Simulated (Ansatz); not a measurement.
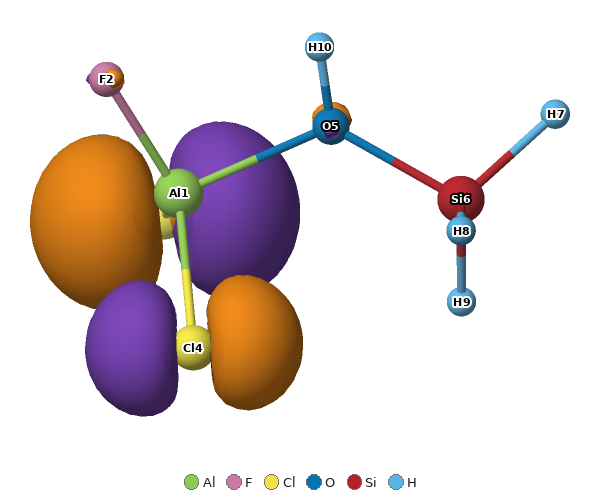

Figure 1: AlCl2FH4OSi. The HOMO−1 at ±0.15 Å⁻³ᐟ² (orange and purple are the two phases), seen at a tilt.

These are results of RKS B3LYP-D4/def2-SVP (Ansatz 0.2.0), not measurements.

Input

```
crystal:
  periodic: [false, false, false]
  atoms:
    - { symbol: Al, position_ang: [0.11024, 0.488625, -0.101822] }
    - { symbol: F, position_ang: [-0.079399, 0.236077, 1.54695] }
    - { symbol: Cl, position_ang: [1.965215, 1.090786, -0.8259] }
    - { symbol: Cl, position_ang: [-1.594365, 0.395759, -1.295239] }
    - { symbol: O, position_ang: [0.281051, -2.37253, 0.63428] }
    - { symbol: Si, position_ang: [-0.77065, -3.568676, 0.081651] }
    - { symbol: H, position_ang: [-0.020172, -4.848395, -0.030273] }
    - { symbol: H, position_ang: [-1.910002, -3.725719, 1.034642] }
    - { symbol: H, position_ang: [-1.284604, -3.184397, -1.261659] }
    - { symbol: H, position_ang: [0.039685, -1.879529, 1.45247] }
basis:
  gaussian: { orbitals: def2-SVP }
hamiltonian:
  xc: b3lyp
  dispersion: d4
relax:
  f_tol: 0.03
  max_steps: 50
output:
  orbitals: {}
```

Run with:

```sh
ansatz run input.yaml --threads 4 --pin off --max-ram 5120MiB --backend cpu --events-out ev --progress --plain --runs-dir out
```

The fields are those of the run's last geometry, not of the input's.

Question: Describe this orbital and give its energy.

Answer: It lies mainly on Cl3 (about 70 %) and Cl4 (about 20 %); largely a lone pair of Cl3. Its energy is −8.32 eV.
